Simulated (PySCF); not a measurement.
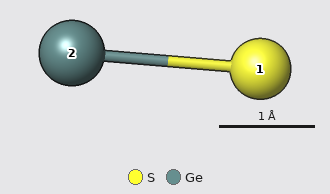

The structure as given in the input (ball-and-stick view, seen at a tilt; atoms are numbered from 1 in the order of the input). Sticks mark near contacts.

# Single-point calculation of GeS (charge +1)

The run: single-point calculation of GeS (germanium sulfide (GeS)), charge +1, multiplicity 2. Method and program: SVWN5/STO-6G, UKS (PySCF 2.14.0).

The geometry is that of the parent species in another charge or spin state.

## The input (calc.py)
```python
from pyscf import gto, dft

mol = gto.Mole()
mol.atom = '''
S      0.000000     0.000000     0.000000
Ge     0.000000     0.000000     3.802291
'''
mol.verbose = 4
mol.spin = 1
mol.max_memory = 1860
mol.unit = 'bohr'
mol.charge = 1
mol.basis = 'sto-6g'
mol.build()

myscf = dft.UKS(mol)
myscf.xc = 'svwn'
myscf.grids.level = 5
myscf.conv_tol = 1e-10
myscf.kernel()
if not myscf.converged:
    myscf = myscf.newton().run(myscf.mo_coeff, myscf.mo_occ)

e_final = myscf.e_tot
print('Final energy', e_final)
```

Machine: 1 thread of Arm Neoverse V1, 24 GiB of memory available, shared host.

Launched with:
```bash
OMP_NUM_THREADS=1 python calc.py
```

## Output
```
PySCF version 2.14.0

[INPUT] num. atoms = 2
[INPUT] num. electrons = 47
[INPUT] charge = 1
[INPUT] spin (= nelec alpha-beta = 2S) = 1
[INPUT] symmetry False subgroup None
[INPUT] Mole.unit = bohr
[INPUT] Symbol           X                Y                Z      unit          X                Y                Z       unit  Magmom
[INPUT]  1 S      0.000000000000   0.000000000000   0.000000000000 AA    0.000000000000   0.000000000000   0.000000000000 Bohr   0.0
[INPUT]  2 Ge     0.000000000000   0.000000000000   2.012085746486 AA    0.000000000000   0.000000000000   3.802291000000 Bohr   0.0

nuclear repulsion = 134.655658917216
number of shells = 13
number of NR pGTOs = 162
number of NR cGTOs = 27
basis = sto-6g
ecp = {}

******** <class 'pyscf.dft.uks.UKS'> ********
method = UKS
initial guess = minao
damping factor = 0
level_shift factor = 0
DIIS = <class 'pyscf.scf.diis.CDIIS'>
diis_start_cycle = 1
diis_space = 8
diis_damp = 0
SCF conv_tol = 1e-10
SCF conv_tol_grad = None
SCF max_cycles = 50
direct_scf = True
direct_scf_tol = 1e-13
number electrons alpha = 24  beta = 23
XC library pyscf.dft.libxc version 7.0.0
    S. Lehtola, C. Steigemann, M. J.T. Oliveira, and M. A.L. Marques.,  SoftwareX 7, 1–5 (2018)
XC functionals = svwn
    P. A. M. Dirac.,  Math. Proc. Cambridge Philos. Soc. 26, 376 (1930)
    F. Bloch.,  Z. Phys. 57, 545 (1929)
    S. H. Vosko, L. Wilk, and M. Nusair.,  Can. J. Phys. 58, 1200 (1980)
radial grids:
    Treutler-Ahlrichs [JCP 102, 346 (1995); DOI:10.1063/1.469408] (M4) radial grids

becke partition: Becke, JCP 88, 2547 (1988); DOI:10.1063/1.454033
pruning grids: <function nwchem_prune>
grids dens level: 5
symmetrized grids: False
atomic radii adjust function: <function treutler_atomic_radii_adjust>
small_rho_cutoff = 0
Set gradient conv threshold to 1e-05
tot grids = 87784
init E= -2455.73250003457
  alpha nocc = 24  HOMO = -0.446788965866776  LUMO = -0.307261693280144

WARN: beta  nocc = 23  HOMO -0.446788965866778 >= LUMO -0.446788965866776

WARN: HOMO -0.446788965866776 >= LUMO -0.446788965866776

cycle= 1 E= -2457.01884916602  delta_E= -1.29  |g|= 0.554  |ddm|=  1.8
  alpha nocc = 24  HOMO = -0.0324165972641214  LUMO = -0.0306707935728665
  beta  nocc = 23  HOMO = -0.0328452795522856  LUMO = -0.0307412053625713
  HOMO = -0.0324165972641  LUMO = -0.0307412053626  gap/eV = 0.04559
cycle= 2 E= -2441.16197995019  delta_E= 15.9  |g|= 3.84  |ddm|= 4.57
  alpha nocc = 24  HOMO = -0.356154956653886  LUMO = -0.23815791839552
  beta  nocc = 23  HOMO = -0.369174645246156  LUMO = -0.350146722582785
  HOMO = -0.356154956654  LUMO = -0.350146722583  gap/eV = 0.16349
cycle= 3 E= -2456.23948682267  delta_E= -15.1  |g|= 0.868  |ddm|= 3.96
  alpha nocc = 24  HOMO = -0.446769710378997  LUMO = -0.296211546804961
  beta  nocc = 23  HOMO = -0.439070771130657  LUMO = -0.431160404428074
  HOMO = -0.439070771131  LUMO = -0.431160404428  gap/eV = 0.21525
cycle= 4 E= -2457.22838293023  delta_E= -0.989  |g|= 0.34  |ddm|= 2.23
  alpha nocc = 24  HOMO = -0.448171752616031  LUMO = -0.295264919658552

WARN: beta  nocc = 23  HOMO -0.439481710494332 >= LUMO -0.439282462873947

WARN: HOMO -0.439481710494332 >= LUMO -0.439282462873947

cycle= 5 E= -2457.18659203678  delta_E= 0.0418  |g|= 0.349  |ddm|=  1.5
  alpha nocc = 24  HOMO = -0.454600647021059  LUMO = -0.297185310399312
  beta  nocc = 23  HOMO = -0.444337381936101  LUMO = -0.43653112387645
  HOMO = -0.444337381936  LUMO = -0.436531123876  gap/eV = 0.21242
cycle= 6 E= -2457.29853530655  delta_E= -0.112  |g|= 0.12  |ddm|=  1.5
  alpha nocc = 24  HOMO = -0.451852043236619  LUMO = -0.296904905812626
  beta  nocc = 23  HOMO = -0.442299325441158  LUMO = -0.434015495032699
  HOMO = -0.442299325441  LUMO = -0.434015495033  gap/eV = 0.22541
cycle= 7 E= -2457.30576048381  delta_E= -0.00723  |g|= 0.0538  |ddm|= 0.187
  alpha nocc = 24  HOMO = -0.458535505795324  LUMO = -0.29986143353085
  beta  nocc = 23  HOMO = -0.450006459418773  LUMO = -0.439585564075876
  HOMO = -0.450006459419  LUMO = -0.439585564076  gap/eV = 0.28357
cycle= 8 E= -2457.3087701385  delta_E= -0.00301  |g|= 0.0184  |ddm|= 0.148
  alpha nocc = 24  HOMO = -0.456944855411496  LUMO = -0.298681456023996
  beta  nocc = 23  HOMO = -0.448958476553514  LUMO = -0.437513875097374
  HOMO = -0.448958476554  LUMO = -0.437513875097  gap/eV = 0.31142
cycle= 9 E= -2457.30907135321  delta_E= -0.000301  |g|= 0.00418  |ddm|= 0.0363
  alpha nocc = 24  HOMO = -0.456897499368471  LUMO = -0.298398535041975
  beta  nocc = 23  HOMO = -0.449037813335693  LUMO = -0.437390218999613
  HOMO = -0.449037813336  LUMO = -0.437390219  gap/eV = 0.31695
cycle= 10 E= -2457.30908676597  delta_E= -1.54e-05  |g|= 0.00104  |ddm|= 0.0101
  alpha nocc = 24  HOMO = -0.456871955959019  LUMO = -0.29835777306092
  beta  nocc = 23  HOMO = -0.449083920204139  LUMO = -0.437404949334383
  HOMO = -0.449083920204  LUMO = -0.437404949334  gap/eV = 0.31780
cycle= 11 E= -2457.30908769513  delta_E= -9.29e-07  |g|= 0.000628  |ddm|= 0.00247
  alpha nocc = 24  HOMO = -0.456864300381263  LUMO = -0.298331820307556
  beta  nocc = 23  HOMO = -0.449126780712523  LUMO = -0.437414118912165
  HOMO = -0.449126780713  LUMO = -0.437414118912  gap/eV = 0.31872
cycle= 12 E= -2457.30908810816  delta_E= -4.13e-07  |g|= 4.92e-05  |ddm|= 0.0021
  alpha nocc = 24  HOMO = -0.456860130736161  LUMO = -0.298327576392256
  beta  nocc = 23  HOMO = -0.449129289721232  LUMO = -0.437411176397794
  HOMO = -0.449129289721  LUMO = -0.437411176398  gap/eV = 0.31887
cycle= 13 E= -2457.30908811143  delta_E= -3.28e-09  |g|= 4.75e-06  |ddm|= 0.00023
  alpha nocc = 24  HOMO = -0.456859474306786  LUMO = -0.298327165619978
  beta  nocc = 23  HOMO = -0.449128730935247  LUMO = -0.437410481625909
  HOMO = -0.449128730935  LUMO = -0.437410481626  gap/eV = 0.31887
cycle= 14 E= -2457.30908811147  delta_E= -3.77e-11  |g|= 5.03e-07  |ddm|= 1.68e-05
  alpha nocc = 24  HOMO = -0.456859378680283  LUMO = -0.29832707207611
  beta  nocc = 23  HOMO = -0.449128656103594  LUMO = -0.437410257531365
  HOMO = -0.449128656104  LUMO = -0.437410257531  gap/eV = 0.31887
```

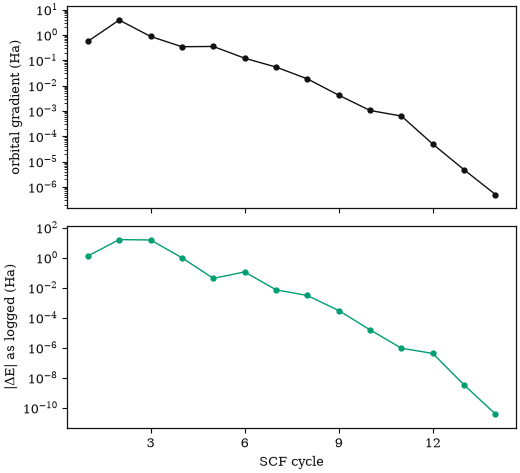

Convergence of the self-consistent field: orbital gradient and size of the energy change against the SCF cycle. The residual comes down, with one marked jump up, by a factor of about 7, at step 2.

```
Extra cycle  E= -2457.30908811146  delta_E= 1.09e-11  |g|= 3.29e-06  |ddm|= 6.28e-06
converged SCF energy = -2457.30908811146  <S^2> = 0.7538457  2S+1 = 2.003842
Final energy -2457.3090881114576
```

## Results in brief

```csv
quantity,value
outcome,converged
total energy,−2457.309088 hartree
basis functions,27
⟨S²⟩,0.754
wall time,3.6 s
peak memory,0.14 GiB
```

The record of the run, not the program, notes: dipole of an ion depends on the origin; logged alpha LUMO and gap are faulty.
